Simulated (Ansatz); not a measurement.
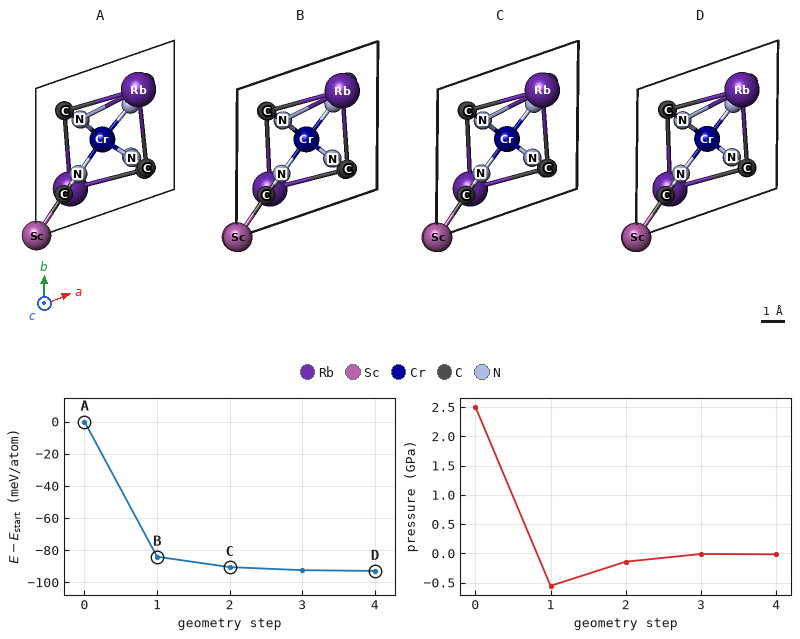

Frames of a relaxation of a crystal of Rb2ScCrC6N6 (a generated structure, set up in P1) (coarse preliminary run), marked on the history of the run. Style: ball-and-stick. Shown: the cell of the calculation, reduced to other axes, along the c axis. Lengths and directions refer to the drawn axes.

Computed with DFT PBE, scalar-relativistic, plane waves, PAW in Ansatz.

Input file:
```yaml
crystal:
  lattice:
    - [-0.0590496902, 5.4572615535, 5.4079364876]
    - [5.3245710122, 0.0233935131, 5.3254932843]
    - [5.3999446867, 5.4501920246, -0.0519801613]
  atoms:
    - { symbol: Rb, position: [0.244885966, 0.2501009931, 0.246357458] }
    - { symbol: Rb, position: [0.7491868596, 0.7472731695, 0.7547680848] }
    - { symbol: Sc, position: [1.005030634, 0.0123802658, -0.0103677311], spin: -0.14 }
    - { symbol: Cr, position: [0.4877661238, 0.4956203518, 0.4979199936], spin: 1.27 }
    - { symbol: C, position: [0.7873744855, 0.2058158636, 0.2139718944] }
    - { symbol: C, position: [0.21057478, 0.7801427498, 0.2181144133] }
    - { symbol: C, position: [0.2087796507, 0.2180650092, 0.7761109831] }
    - { symbol: C, position: [0.2147209112, 0.7951756988, 0.7896146643] }
    - { symbol: C, position: [0.7892646795, 0.1970189138, 0.7988630253] }
    - { symbol: C, position: [0.791853386, 0.7854131962, 0.2143158307] }
    - { symbol: "N", position: [0.6888849281, 0.3223093818, 0.3140125493] }
    - { symbol: "N", position: [0.3257458272, 0.6858301426, 0.3109277225] }
    - { symbol: "N", position: [0.3236255983, 0.3120650495, 0.6733973452] }
    - { symbol: "N", position: [0.3178433716, 0.6853686983, 0.6931725124] }
    - { symbol: "N", position: [0.6744440453, 0.3331962433, 0.6789317648] }
    - { symbol: "N", position: [0.6800187535, 0.6742242729, 0.3298894892] }
basis:
  ecutwfc: 420
kpoints:
  mp_grid: { grid: [4, 4, 4] }
hamiltonian:
  xc: pbe
scf:
  occupations: { method: gaussian, width: 0.2 }
  lower_state_search: "off"
output:
  forces: true
  stress: true
  eigenvalues: true
  populations: true
magnetization:
  spin_polarized: true
relax:
  adjacent_minimum: "off"
  f_tol: 0.025
  max_steps: 60
  cell: { stress_tol: 0.25 }
```

Command:
```bash
ansatz run input.yaml --threads 1 --pin off --max-ram 2560MiB --backend cpu --events-out ev --progress --plain --runs-dir out
```

**What happens along the run?**

The run was cut off at its time limit before the relaxation converged, so the last structure is only a point on the way. Cr4 moves most relative to the cell: 0.13 Å roughly along [3 0 −2]. By element the largest moves are Cr 0.13 Å, N 0.12 Å, Sc 0.09 Å, C 0.09 Å, Rb 0.08 Å. The volume changes by +0.9 %, with a 7.531 → 7.634 Å (+1.4 %), b 7.640 → 7.623 Å (−0.2 %), c 7.650 → 7.711 Å (+0.8 %), α 60.7° → 60.3°, β 60.8° → 60.5°, γ 60.8° → 60.0°. Near-neighbour distances that change, for instance: Rb2–C9 3.735 → 3.875 Å, Cr4–N14 2.081 → 1.949 Å, Rb1–C6 3.769 → 3.884 Å, C9–N15 1.285 → 1.181 Å. Among the angles between lasting bonds that change: Sc3–C9–N15 169.5° → 179.5°, N11–Cr4–N14 170.1° → 179.9°, Cr4–N15–C9 169.0° → 178.1°. The space group stays P1 (No. 1). After 4 geometry steps the energy has fallen by 92.8 meV per atom. Largest force component: 8.6 eV/Å at the start, 0.096 eV/Å at the end. Pressure: 2.51 GPa at the start and −0.02 GPa at the end. From step 0 to 1: Cr and N atoms move most (0.11 Å), volume +1.6 %, energy −84.0 meV per atom. From step 1 to 2: C atoms move most (0.06 Å), volume −0.4 %, energy −6.5 meV per atom. From step 2 to 4: C atoms move most (0.04 Å), volume −0.3 %, energy −2.4 meV per atom.

```tsv
step	E − E(0), meV/atom	largest force component, eV/Å	pressure, GPa	volume, Å³/atom
0	0.00	8.5963	2.51	19.776
1	-84.00	2.0858	-0.55	20.095
2	-90.46	0.6653	-0.14	20.018
3	-92.37	0.3184	-0.01	19.950
4	-92.84	0.0964	-0.02	19.952
```
